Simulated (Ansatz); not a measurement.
Input file:

```
crystal:
  periodic: [false, false, false]
  atoms:
    - { symbol: Ta, position_ang: [-0.053945, -0.232465, -0.105929] }
    - { symbol: O, position_ang: [1.901416, -0.446997, -0.261424] }
    - { symbol: H, position_ang: [2.452216, -0.264926, 0.527045] }
    - { symbol: F, position_ang: [0.271477, 0.238097, 1.714506] }
    - { symbol: Cl, position_ang: [-0.252808, -0.641413, -2.398556] }
    - { symbol: F, position_ang: [-1.07077, 1.343257, -0.249786] }
    - { symbol: F, position_ang: [-0.972145, -1.775668, 0.411272] }
    - { symbol: H, position_ang: [1.396617, 2.311896, -0.766879] }
    - { symbol: H, position_ang: [1.808641, 1.717018, -0.74595] }
basis:
  gaussian: { orbitals: def2-SVP }
hamiltonian:
  xc: pbe
  dispersion: d4
relax:
  f_tol: 0.03
  max_steps: 50
output:
  orbitals: {}
```

Launched as:

```sh
ansatz run input.yaml --threads 4 --pin off --max-ram 5120MiB --backend cpu --events-out ev --progress --plain --runs-dir out
```

The fields are those of the run's last geometry, not of the input's.

Core potentials replace the inner electrons of Ta.

All numbers below come from RKS PBE-D4/def2-SVP in Ansatz.

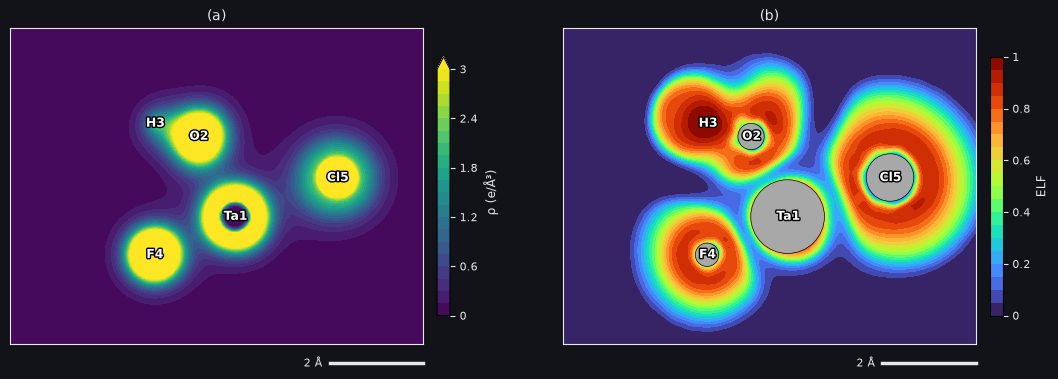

ClF3HOTa···H2. (a) electron density; (b) electron localisation function on the plane of atoms O2, Ta1 and F4. Grey discs cover the atomic cores in the ELF map.

Q: Read the bonding off the picture.

A:
- Atoms in the plane: Ta, O, H, F and Cl.
- Ta–O (1.88 Å): ρ at the midpoint is about 1.1 e/Å³; the ELF peaks at about 0.80 in the valence shell of O, 0.6 Å from its nucleus, and drops to about 0.25 between the two atoms.
- Ta–Cl (2.35 Å): the density is about 0.6 e/Å³ at the midpoint; the ELF peaks at about 0.85 in the valence shell of Cl, 0.9 Å from its nucleus, and is about 0.35 at the midpoint.
- O–H (0.97 Å): ρ is about 3.6 e/Å³ halfway; the ELF climbs to about 1 towards the hydrogen, as it does in any bond to H; a covalent bond by its length.
